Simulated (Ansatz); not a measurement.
**AlGe (quartet): HSE06, B2PLYP, RPA-PBE over a scan of the distance Ge1–Al2, aug-cc-pVDZ**

Aim: run AlGe (quartet) with these functionals over a scan of the distance Ge1–Al2, and hold them against the top wave-function level at the same points.

Method: aug-cc-pVDZ, all electrons in the functionals, frozen cores in the correlation of double hybrids and RPA; program: Ansatz 0.2.0, Gaussian basis.

To be run: HSE06, B2PLYP, RPA-PBE, at 2.169 Å; 2.467 Å; 2.723 Å; 3.420 Å; 4.594 Å; 6.732 Å.

## (1) What is computed

The geometry derives from a PBE0/def2-TZVP stationary point (not a proven minimum). One bond is set to the value named and the two fragments are kept rigid. No spin-orbit coupling is included. The filled d shell of Ge may be among the frozen orbitals whatever the setting's name suggests; the logs give the count.

2 atoms, charge 0, spin multiplicity 4.

Atoms are counted from 1 here; the program's logs count them from 0.

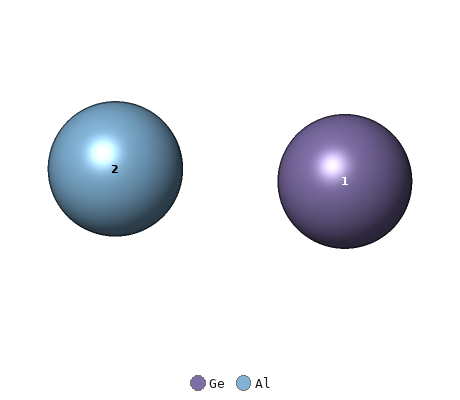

The structure; germanium purple, aluminium light blue; atoms are numbered from 1 in the order of the file.

No dispersion term is added. HSE06 is the plane-wave form.

The geometry shown and the zero of energy belong to the point 2.467 Å. The yardstick, FCI, and other wave-function levels (R restricted, U unrestricted, valence and pair active spaces) come from earlier runs.

## (2) HSE06, 2.169 Å

in.yaml

```yaml
crystal:
  periodic: [false, false, false]
  atoms:
    - {symbol: Ge, position_ang: [0.000000, 0.000000, 0.000000]}
    - {symbol: Al, position_ang: [0.000000, 0.000000, 2.169000]}
basis:
  gaussian: {orbitals: aug-cc-pVDZ}
magnetization: {spin_polarized: true, initial_magnetization: 3}
hamiltonian: {xc: {name: HSE06}}
```

Command:

```
$ ansatz run in.yaml --threads 1 --pin off --events-out ev --progress --plain --max-ram 3956MiB --backend cpu
```

The runs that follow: HSE06, 2.467 Å; HSE06, 2.723 Å; HSE06, 3.420 Å; HSE06, 4.594 Å; HSE06, 6.732 Å; B2PLYP, 2.169 Å; B2PLYP, 2.467 Å; B2PLYP, 2.723 Å; B2PLYP, 3.420 Å; B2PLYP, 4.594 Å; B2PLYP, 6.732 Å; RPA-PBE, 2.169 Å; RPA-PBE, 2.467 Å; RPA-PBE, 2.723 Å; RPA-PBE, 3.420 Å; RPA-PBE, 4.594 Å; RPA-PBE, 6.732 Å.

**Question.** What will the summary of the whole plan be? Wanted: span of the FCI curve; largest miss, HSE06; largest miss, B2PLYP; largest miss, RPA-PBE.

As calculated:

| quantity | value |
| --- | --- |
| span of the FCI curve | 205.1 kJ/mol |
| largest miss, HSE06 | +30.8 kJ/mol (6.732 Å) |
| largest miss, B2PLYP | -8.8 kJ/mol (2.169 Å) |
| largest miss, RPA-PBE | -33.5 kJ/mol (6.732 Å) |

In words: Of the functionals, B2PLYP keep the smallest largest miss at the points compared (at most 8.8 kJ/mol) and RPA-PBE strays most (33.5 kJ/mol, at 6.732 Å). Functionals and the yardstick converge differently with the basis, so part of each miss in aug-cc-pVDZ is the basis.
